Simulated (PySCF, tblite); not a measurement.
# C₅H₈BO₂ radical: geometry, infrared bands and EPR parameters

What infrared bands and EPR parameters should C₅H₈BO₂ radical (`[CH2]C#CB(OC)OC`) show?

Computed with tblite 0.8.0 and PySCF 2.14.0, with density-fitted response routines of our own, on a single molecule in the gas phase. Atoms are numbered from 0 throughout.

### 1 The molecule as given

16 atoms, charge 0, multiplicity 2; geometry from: force field or distance geometry start.

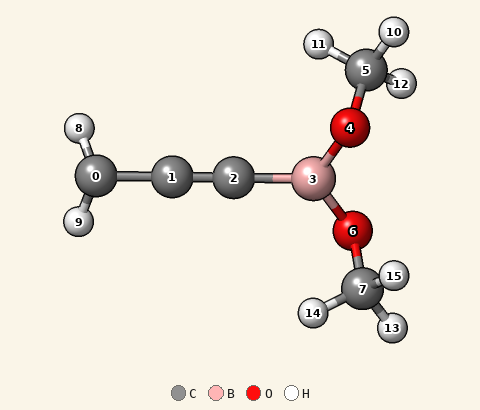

The starting geometry (carbon grey, boron pink, oxygen red, hydrogen white), atoms numbered; sticks join atoms by distance.

### 2 Relaxing the molecule with GFN2-xTB

Job settings and geometry (Å):

```
{"job": {"kind": "relax", "xc": "GFN2-xTB", "basis": "xTB"}, "charge": 0, "multiplicity": 2}
C      3.728500    -0.080300     0.062100
C      2.253600    -0.029600     0.005400
C      1.063800    -0.002000    -0.020900
B     -0.481500     0.054500    -0.082800
O     -1.175100     1.332000    -0.252600
C     -1.457200     1.881800     1.003700
O     -1.258600    -1.193100     0.060300
C     -1.480600    -1.725500    -1.214300
H      4.080200     0.429200     0.983200
H      4.054300    -1.135000     0.076100
H     -1.979700     2.847400     0.859100
H     -0.521800     2.095400     1.576800
H     -2.136900     1.227700     1.608300
H     -2.071600    -2.664700    -1.111800
H     -0.535500    -1.993600    -1.724000
H     -2.089400    -1.035200    -1.839900
```

Launch:

```console
> OMP_NUM_THREADS=1 python probes_run.py task.json out
```

One launch serves the whole session: the jobs run in the order shown.

**Question.** This job is followed by: GFN2-xTB harmonic vibrations, gas phase; UKS B3LYP, pcH-1 on B C H O, non-relativistic, mean-field spin-orbit, GIAO. What will the session give for the following? strongest single infrared mode (GFN2-xTB); zero-point energy (GFN2-xTB); g(iso) (B3LYP); ⟨S²⟩; largest a(iso) (averaged by class); potential on the surface of density 0.002 e/bohr³, 1st and 99th percentile.

As calculated:

| quantity | value |
| --- | --- |
| strongest single infrared mode (GFN2-xTB) | 1240 cm⁻¹, 576 km/mol |
| zero-point energy (GFN2-xTB) | 74.5 kcal/mol |
| g(iso) (B3LYP) | 2.00293 |
| ⟨S²⟩ | 0.770 (exact 0.75) |
| largest a(iso) (averaged by class) | 13C on C1, -60.5 MHz |
| potential on the surface of density 0.002 e/bohr³, 1st and 99th percentile | -1.54 V and 0.98 V |

In words: Over 119 steps the energy fell by 2.200 eV; of the close pairs, C0–C1 changed most, 1.477 to 1.345 Å. All 42 modes are real, so the xTB geometry is a minimum. The strongest single mode, at 1240 cm⁻¹, is carried by B3, O4, O6. Unscaled tight-binding wavenumbers are off by several per cent, some by more. Its intensities can rank the bands wrongly. The largest spin populations lie on C0 (0.74 e), C2 (0.55 e). The isotropic g lies 0.6 ppt above the free-electron value. The conformer search found further structures of the same energy, which may be mirror or relabelled copies of this one.
